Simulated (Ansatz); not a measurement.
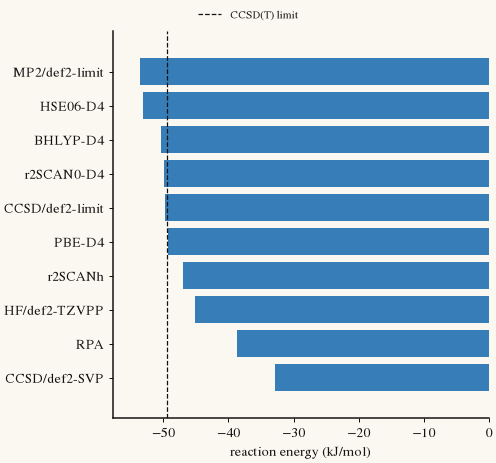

Electronic reaction energy of GeH₃OBr ([OH][GeH2][Br]) + HBr (Br) → GeH₂Br₂ ([Br][GeH2][Br]) + H₂O (O) (SMILES in brackets) at several levels (functionals in def2-TZVPP unless a basis is named), isolated molecules at PBE0-D4 triple-zeta geometries, minima by their frequencies, no zero-point or thermal terms, the Ansatz code 0.2.0. The line is frozen-core CCSD(T) at the basis limit (MP2 extrapolated from triple and quadruple zeta, plus CCSD(T) less MP2 in a smaller set). RPA holds a correlation term that converges slowly with the basis, so part of the distance to the limit is basis error. No dispersion term is added to r2SCANh. The distance of CCSD/def2-SVP to the limit includes basis error. The limit lies 6.5 kJ/mol from CCSD(T)/def2-TZVPP, so the line itself is uncertain by a part of that.

What do zero-point energy and temperature add?

Answer. Zero-point change 6.8 kJ/mol; at 298.15 K and 1 bar the CCSD(T) limit plus thermal terms gives an enthalpy of reaction of −41.6 and a free energy of −41.3 kJ/mol (harmonic PBE0-D4 modes, ideal gas).

What range do the values span, the line included?

Answer. From −53.5 kJ/mol (MP2/def2-limit) to −32.9 kJ/mol (CCSD/def2-SVP).

Known limits of this run: no scalar relativity up to krypton; outer-core shells are correlated without core-valence functions, which makes the correlated values less sure.
